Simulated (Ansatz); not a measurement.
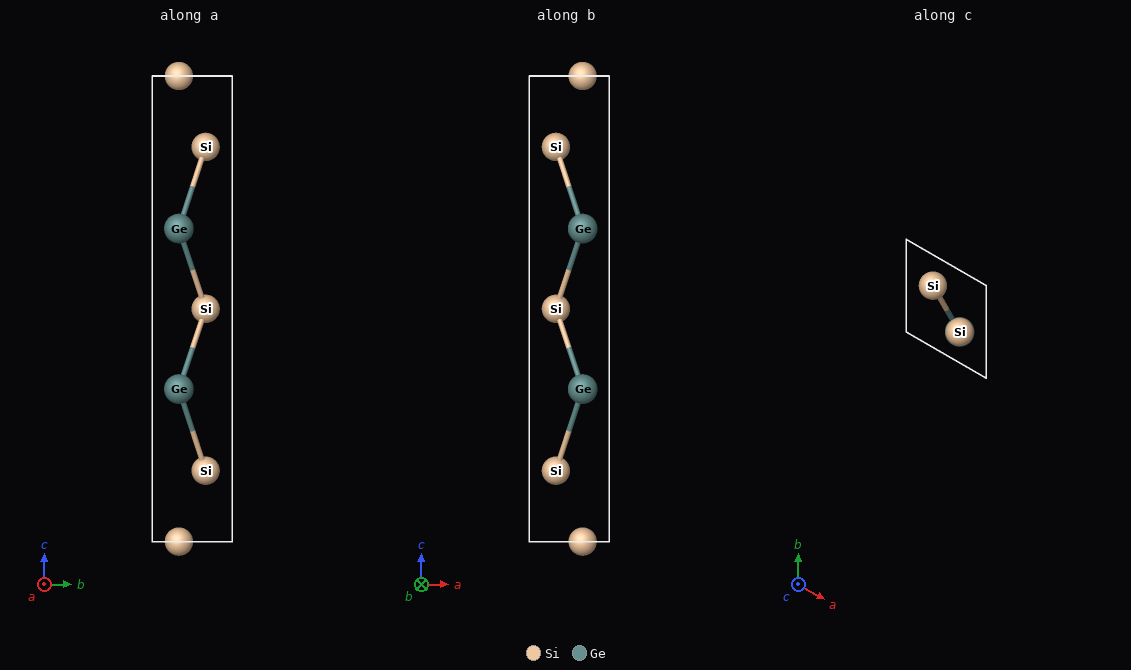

Ball-and-stick representation of a periodic structure, projected along the a axis, along the b axis and along the c axis. Atoms at the boundary of the conventional unit cell (the box) are drawn once for each face, edge or corner they touch.

Lattice parameters: a = 2.8189 Å, b = 2.8189 Å, c = 14.1692 Å, α = 90.000°, β = 90.000°, γ = 120.000°.

Give the structure in the form of a CIF with its space group and independent sites, with free fractional coordinates to two decimals.

```cif
data_structure
_symmetry_space_group_name_H-M 'P -6 m 2'
_symmetry_Int_Tables_number 187
_cell_length_a 2.8189
_cell_length_b 2.8189
_cell_length_c 14.1692
_cell_angle_alpha 90.000
_cell_angle_beta 90.000
_cell_angle_gamma 120.000
_cell_volume 97.50
loop_
_atom_site_label
_atom_site_type_symbol
_atom_site_symmetry_multiplicity
_atom_site_Wyckoff_symbol
_atom_site_fract_x
_atom_site_fract_y
_atom_site_fract_z
_atom_site_occupancy
Si1 Si 1 e 0.6667 0.3333 0.00 1
Si2 Si 2 h 0.3333 0.6667 0.85 1
Si3 Si 1 d 0.3333 0.6667 0.50 1
Ge1 Ge 2 i 0.6667 0.3333 0.67 1
```

Its origin is a structure type filled with these elements by a generator (whether the compound takes this form wasn't checked). Earlier steps of the study may have refined or changed the cell and positions. It went into a calculation with Ansatz.
